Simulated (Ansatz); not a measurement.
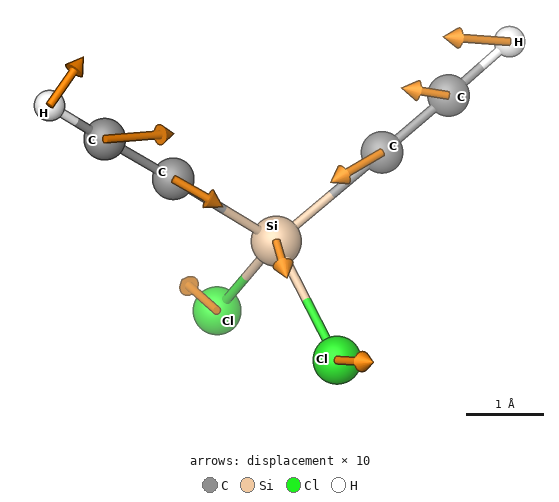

A relaxation of C4H2Cl2Si (coarse preliminary run). The starting structure is drawn; orange arrows show the displacements, magnified 10 times. The two geometries are superimposed by the best rigid fit.

The picture is a ball-and-stick view, seen from a free direction.

The start comes from a force field.

Method: RKS PBE-D4/def2-SVP in Ansatz 0.2.0.

The input:
```yaml
crystal:
  periodic: [false, false, false]
  atoms:
    - {symbol: C, position_ang: [0.642500, -2.658900, 0.436600]}
    - {symbol: C, position_ang: [0.413400, -1.527800, -0.052000]}
    - {symbol: Si, position_ang: [0.110200, 0.169600, -0.808700]}
    - {symbol: Cl, position_ang: [-1.080900, 0.027300, -2.375600]}
    - {symbol: Cl, position_ang: [1.897900, 0.838700, -1.626600]}
    - {symbol: C, position_ang: [-0.504800, 1.444800, 0.422400]}
    - {symbol: C, position_ang: [-0.894000, 2.243400, 1.209300]}
    - {symbol: H, position_ang: [0.790600, -3.564300, 0.838200]}
    - {symbol: H, position_ang: [-1.286300, 2.980900, 1.939300]}
basis:
  gaussian: {orbitals: def2-SVP}
hamiltonian: {xc: pbe, dispersion: d4}
relax: {f_tol: 0.03, max_steps: 200}
```

> What happened in the run?

The largest moves after the best rigid fit, 0.11 Å, are those of C1 and Cl4. Largest moves by element: C 0.11 Å, Cl 0.11 Å, H 0.10 Å, Si 0.06 Å. Some distances before and after: Si3–Cl4 1.973 → 2.067 Å, C1–H8 1.001 → 1.083 Å, C2–Si3 1.883 → 1.820 Å, C6–C7 1.187 → 1.228 Å. Bond angles that change, for instance: Cl4–Si3–Cl5 103.3° → 108.9°, C2–Si3–C6 113.7° → 110.9°, Cl4–Si3–C6 111.9° → 109.2°. The energy falls by 47.4 kJ/mol in 4 geometry steps. Largest force component: 5.7 eV/Å at the start, 0.0025 eV/Å at the end.
